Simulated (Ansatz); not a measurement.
**C$_{2}$H$_{6}$Si (SMILES C1C[SiH2]1): density, localisation and related maps**

Input file:

```
crystal:
  periodic: [false, false, false]
  atoms:
    - {symbol: C, position_ang: [-0.245478, -0.166303, -0.915968]}
    - {symbol: C, position_ang: [0.972272, -0.007723, 0.017554]}
    - {symbol: Si, position_ang: [-0.666974, 0.151549, 0.854371]}
    - {symbol: H, position_ang: [-0.408704, -1.155840, -1.329937]}
    - {symbol: H, position_ang: [-0.398047, 0.622216, -1.645474]}
    - {symbol: H, position_ang: [1.567738, -0.898812, 0.186652]}
    - {symbol: H, position_ang: [1.579810, 0.878930, -0.130543]}
    - {symbol: H, position_ang: [-1.148896, 1.490408, 1.254478]}
    - {symbol: H, position_ang: [-1.163219, -0.960823, 1.691768]}
basis:
  gaussian: {orbitals: def2-TZVPP}
hamiltonian: {xc: pbe0, dispersion: d4}
output: {orbitals: {seedname: orbitals}}
```

Run with:

```sh
ansatz run in.yaml --threads 2 --pin off --events-out ev --progress --plain --max-ram 4352MiB
```

Geometry: PBE0-D4/def2-TZVP.

These are results of RKS PBE0-D4/def2-TZVPP in Ansatz 0.2.0, not measurements.

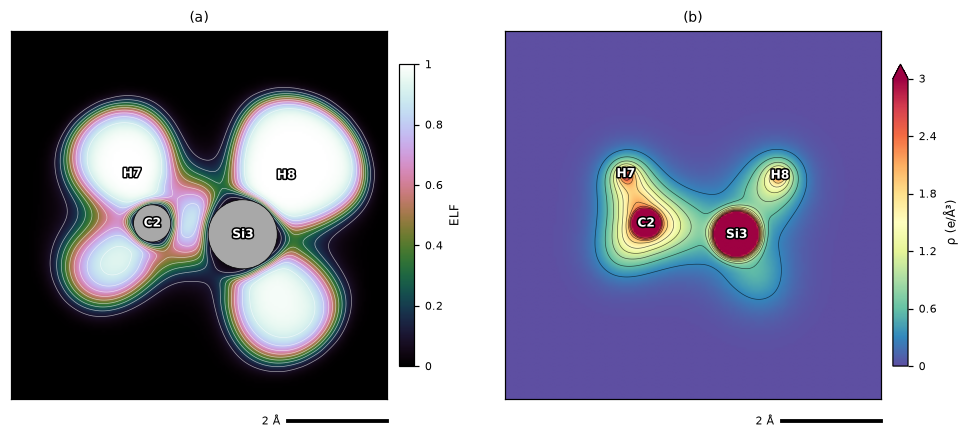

Figure 1. (a) ELF; (b) electron density on the plane of atoms Si3, C2 and H7. Grey discs cover the atomic cores in the ELF map.

**What do the fields say about this system?**

The section cuts through C, Si and H sites. C–Si (1.85 Å): ρ at the midpoint is about 0.9 e/Å³; the ELF peaks at about 0.85 between the atoms (a shared electron pair). C–H (1.08 Å): ρ is about 2 e/Å³ halfway; the ELF climbs to about 1 towards the hydrogen, as it does in any bond to H (a covalent bond by its length). Si–H (1.48 Å): ρ is about 0.81 e/Å³ halfway; the ELF climbs to about 1 towards the hydrogen.

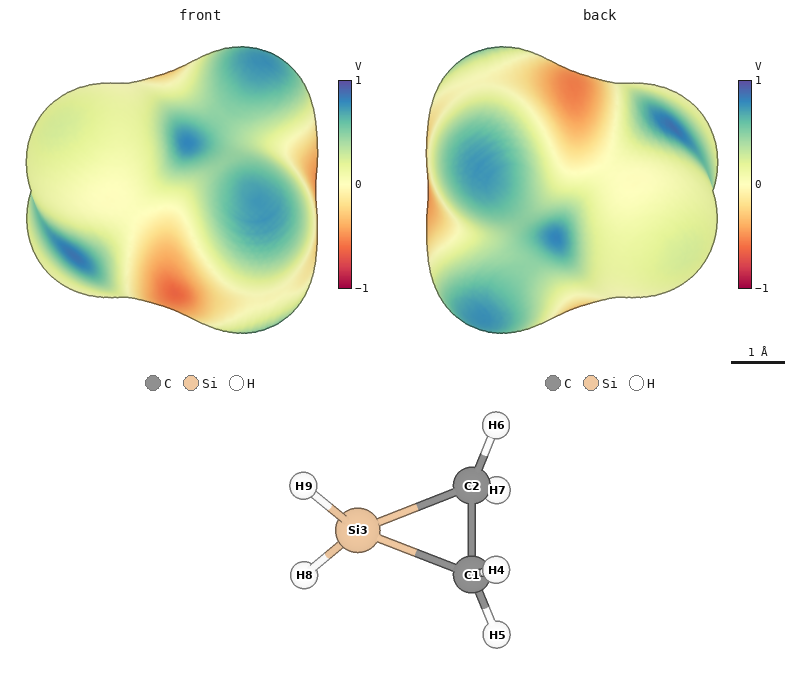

Figure 2. The molecular electrostatic potential painted on the density surface at 0.002 e/bohr³, seen from the front and from behind; red is negative and blue positive. The bare structure is drawn below in the same view.

**Which sites attract a positive test charge, and which a negative one?**

A positive charge is drawn to the negative regions and a negative charge to the positive ones. The most negative region (about −0.6 V) lies over C1 and C2, the most positive (about +0.8 V) over Si3.

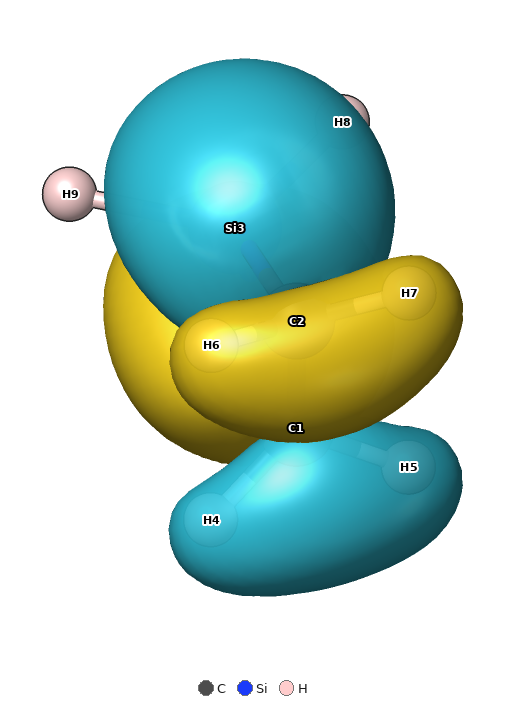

Figure 3. The HOMO at ±0.1 Å⁻³ᐟ² (yellow and cyan are the two phases), seen at an oblique angle.

**Where does this orbital lie, and at what energy?**

By Hirshfeld shares it lies mainly on Si3 (about 35 %), C1 (about 25 %) and C2 (about 25 %). Its energy is −6.92 eV.
